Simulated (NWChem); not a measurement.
**C4H3Cl (SMILES C#CC(=C)Cl): levels of theory compared**

Wanted: a comparison of 3 runs (HF/STO-3G, HF/3-21G, B3LYP/6-31G*) of C4H3Cl. 

The calculation is run with NWChem 7.3.0.

### 1 The system as given

The species is C4H3Cl (8 atoms), meant as a singlet with charge 0. As SMILES, `C#CC(=C)Cl`. The shape is that of a GFN2-xTB optimisation.

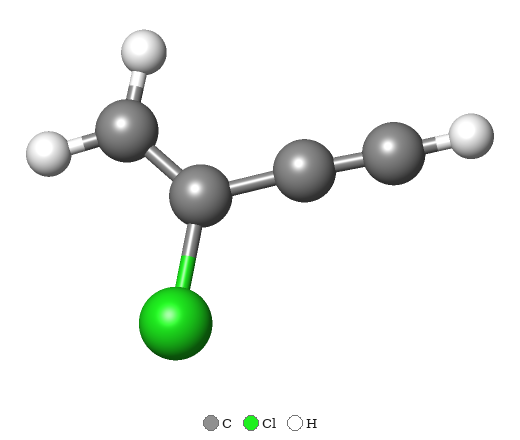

Viewed from a chosen angle; carbon grey, chlorine green, hydrogen white.

### 2 Energy and gradient at HF/STO-3G (run 1)

Contents of m1.nw:

```
START m1
memory total 2200 mb

GEOMETRY units angstroms noautosym nocenter noautoz
  C       -0.749820       1.728320       0.995120
  C       -0.292690       0.845050       0.322210
  C        0.256660      -0.145360      -0.518450
  C        0.348320      -1.432960      -0.209500
  Cl       0.829990       0.466480      -2.047470
  H       -1.157330       2.477770       1.605930
  H        0.774960      -2.149360      -0.887980
  H       -0.010090      -1.789950       0.740140
END

BASIS "ao basis" spherical bse
  * library STO-3G
END

SCF
  singlet
  rhf
  thresh 1e-08
  maxiter 80
END

TASK scf gradient
```

Command:

```sh
$ nwchem m1.nw > m1.out
```

What it wrote:

```text
[...]
  functions       =    32
[...]
  wavefunction    = RHF
[...]
         Total SCF energy =   -605.801607472201
      One-electron energy =  -1185.678711862494
      Two-electron energy =    402.794061550360
 Nuclear repulsion energy =    177.083042839932
        Time for solution =      1.2s
[...]
                         RHF ENERGY GRADIENTS
    atom               coordinates                        gradient
                 x          y          z           x          y          z
   1 C      -1.416954   3.266051   1.880504   -0.035763   0.072505   0.051477
   2 C      -0.553104   1.596913   0.608889    0.045483  -0.088307  -0.066774
   3 C       0.485017  -0.274691  -0.979728   -0.004291   0.049432  -0.010684
   4 C       0.658229  -2.707902  -0.395898    0.000424  -0.019329   0.007311
   5 Cl      1.568454   0.881519  -3.869157   -0.011921  -0.008015   0.030177
   6 H      -2.187037   4.682306   3.034768    0.006866  -0.013651  -0.010114
   7 H       1.464462  -4.061701  -1.678039   -0.002740   0.005096   0.003810
   8 H      -0.019067  -3.382515   1.398662    0.001942   0.002268  -0.005204
[...]
```

Run time: 1.9 s. Hardware: 1 thread of AMD EPYC 9R45 (Zen 5), shared host; peak memory 0.098 GiB.

### 3 Energy and gradient at HF/3-21G (run 2)

Contents of mol.nw:

```
start mol
memory 2200 mb

geometry noautosym nocenter noautoz
  C    -0.749820    1.728320    0.995120
  C    -0.292690    0.845050    0.322210
  C     0.256660   -0.145360   -0.518450
  C     0.348320   -1.432960   -0.209500
  Cl    0.829990    0.466480   -2.047470
  H    -1.157330    2.477770    1.605930
  H     0.774960   -2.149360   -0.887980
  H    -0.010090   -1.789950    0.740140
end

basis spherical bse
  * library 3-21G
end

scf
  thresh 1e-08
  maxiter 80
end

task scf gradient
```

Command:

```sh
$ nwchem mol.nw > mol.out
```

What it wrote:

```text
[...]
  functions       =    55
[...]
  wavefunction    = RHF
[...]
         Total SCF energy =   -609.562331696865
      One-electron energy =  -1188.515930977122
      Two-electron energy =    401.870556440325
 Nuclear repulsion energy =    177.083042839932
        Time for solution =      1.5s
[...]
                         RHF ENERGY GRADIENTS
    atom               coordinates                        gradient
                 x          y          z           x          y          z
   1 C      -1.416954   3.266051   1.880504   -0.010986   0.026290   0.014372
   2 C      -0.553104   1.596913   0.608889    0.013941  -0.028953  -0.019612
   3 C       0.485017  -0.274691  -0.979728    0.009126   0.033865  -0.034643
   4 C       0.658229  -2.707902  -0.395898    0.001003  -0.013198   0.003621
   5 Cl      1.568454   0.881519  -3.869157   -0.013510  -0.010809   0.034840
   6 H      -2.187037   4.682306   3.034768    0.000342  -0.002138  -0.000109
   7 H       1.464462  -4.061701  -1.678039    0.001118  -0.003041  -0.001643
   8 H      -0.019067  -3.382515   1.398662   -0.001034  -0.002016   0.003173
[...]
```

Run time: 2.2 s. Hardware: 1 thread of AMD EPYC 9R45 (Zen 5), shared host; peak memory 0.098 GiB.

### 4 Energy and forces at B3LYP/6-31G(d) (Cartesian functions) (run 3)

Contents of c4h3cl.nw:

```
start c4h3cl
memory stack 880 mb heap 220 mb global 1100 mb

geometry noautosym nocenter noautoz
 C       -0.749820       1.728320       0.995120
 C       -0.292690       0.845050       0.322210
 C        0.256660      -0.145360      -0.518450
 C        0.348320      -1.432960      -0.209500
 Cl       0.829990       0.466480      -2.047470
 H       -1.157330       2.477770       1.605930
 H        0.774960      -2.149360      -0.887980
 H       -0.010090      -1.789950       0.740140
end

basis
 C library 6-31G*
 Cl library 6-31G*
 H library 6-31G*
end

dft
 xc b3lyp
 grid xfine
 convergence energy 1e-08
 iterations 100
 mulliken
end

task dft gradient
```

Command:

```sh
$ nwchem c4h3cl.nw > c4h3cl.out
```

What it wrote:

```text
[...]
          Wavefunction type:  closed shell.
          No. of atoms     :     8
          No. of electrons :    44
[...]
          Charge           :     0
          Spin multiplicity:     1
[...]
          AO basis - number of functions:    85
[...]
              XC Information
              --------------
                         B3LYP Method XC Potential
                     Hartree-Fock (Exact) Exchange  0.200
                        Slater Exchange Functional  0.800 local
                    Becke 1988 Exchange Functional  0.720 non-local
              Lee-Yang-Parr Correlation Functional  0.810
                  VWN I RPA Correlation Functional  0.190 local
[...]
 d= 0,ls=0.0,diis     1   -614.2488514011 -7.91D+02  1.67D-02  8.18D-01     1.7
[...]
 d= 0,ls=0.0,diis    11   -614.3253759341 -4.63D-10  3.87D-07  1.82D-09    16.8
         Total DFT energy =     -614.325375934140
      One electron energy =    -1193.147058915992
           Coulomb energy =      452.743339497797
    Exchange-Corr. energy =      -51.004699355878
 Nuclear repulsion energy =      177.083042839932
[...]
      Total Density - Mulliken Population Analysis
     ---------------------------------------------
    Atom       Charge   Shell Charges
 -----------   ------   -------------------------------------------------------
    1 C    6     6.51   1.99  0.71  2.01  0.75  1.05 -0.00
    2 C    6     5.61   1.99  0.71  2.05  0.46  0.40 -0.01
    3 C    6     6.14   1.99  0.71  2.04  0.47  0.91  0.02
    4 C    6     6.31   1.99  0.71  2.08  0.58  0.94  0.01
    5 Cl  17    16.99   2.00  1.99  5.97  1.47  3.61  0.52  1.45 -0.01
    6 H    1     0.80   0.52  0.28
    7 H    1     0.83   0.53  0.30
    8 H    1     0.82   0.53  0.30
[...]
  wavefunction    = closed shell
[...]
```

Run time: 20 s. Hardware: 1 thread of AMD EPYC 9R45 (Zen 5), shared host; peak memory 0.15 GiB.

### 5 The series

| run | level | Cartesian functions | iteration cap | energy (Eh) | dipole moment (D) | HOMO energy (eV) | LUMO energy (eV) | wall time |
| --- | --- | --- | --- | --- | --- | --- | --- | --- |
| 1 | HF/STO-3G | no | 80 | -605.801607 | 2.16 | -8.17 | 6.12 | 1.9 s |
| 2 | HF/3-21G | no | 80 | -609.562332 | 2.09 | -9.67 | 2.85 | 2.2 s |
| 3 | B3LYP/6-31G* (Cartesian functions) | yes | 100 | -614.325376 | 1.56 | -6.84 | -1.06 | 20 s |

### 6 Results

| quantity | value |
| --- | --- |
| run 3: total energy | -614.32538 Eh |
| run 3: dipole moment | 1.56 D |
| run 3: HOMO energy | -6.84 eV |
| run 3: LUMO energy | -1.06 eV |
| run 3: HOMO–LUMO gap | 5.78 eV |
| run 3: largest force on an atom | 0.736 eV/Å |

In words: The dipole moment (its size) runs from 1.56 D (B3LYP/6-31G*) to 2.16 D (HF/STO-3G). The two ends differ in method and basis. The HOMO–LUMO gap runs from 5.78 eV (B3LYP/6-31G*) to 14.29 eV (HF/STO-3G). In run 1 the basis is minimal, so the values are rough. All runs together took 24 s, the longest 20 s.
